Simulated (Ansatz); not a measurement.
The calculation's input:

```
crystal:
  periodic: [false, false, false]
  atoms:
    - {symbol: Si, position_ang: [-1.029968, -0.007903, -0.414925]}
    - {symbol: F, position_ang: [0.147183, -2.313644, -0.012367]}
    - {symbol: O, position_ang: [-1.870752, -0.892612, 0.514991]}
    - {symbol: H, position_ang: [-0.682771, -2.073235, 0.404277]}
    - {symbol: H, position_ang: [-1.475366, 0.252266, -1.816406]}
    - {symbol: Si, position_ang: [0.936799, 1.085193, 0.245286]}
    - {symbol: H, position_ang: [0.664035, 2.547447, 0.255475]}
    - {symbol: H, position_ang: [1.329706, 0.612723, 1.591958]}
    - {symbol: H, position_ang: [1.981034, 0.789764, -0.768288]}
basis:
  gaussian: {orbitals: def2-TZVPP}
hamiltonian: {xc: pbe0, dispersion: d4}
output: {orbitals: {seedname: orbitals}}
```

Launched as:

```sh
ansatz run in.yaml --threads 4 --pin off --events-out ev --progress --plain --max-ram 9574MiB
```

A transition-state structure; geometry: PBE0-D4/def2-TZVP.

Theory: Ansatz 0.2.0, RKS PBE0-D4/def2-TZVPP.

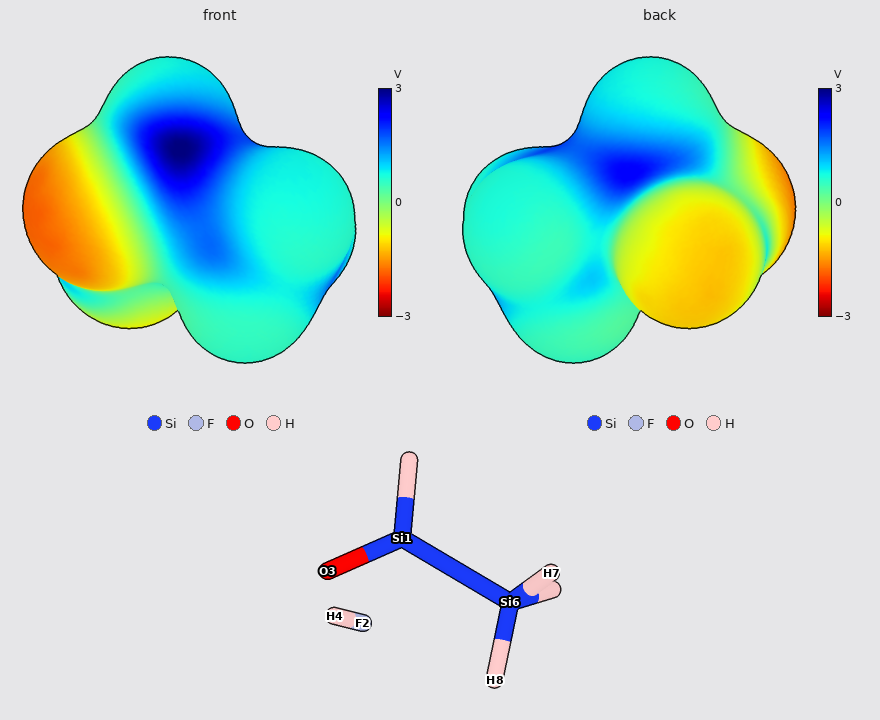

H$_{4}$OSi$_{2}$···HF. The electrostatic potential painted on the density surface at 0.002 e/bohr³, seen from the front and from behind; red is negative and blue positive. The bare structure is drawn below in the same view.

**Where is the surface potential most negative and most positive?**

The most negative region (about −1.8 V, or −42 kcal/mol for a unit charge) lies over O3, the most positive (about +2.8 V, or +65 kcal/mol for a unit charge) over Si1. O3 is the likeliest acceptor of a hydrogen bond.
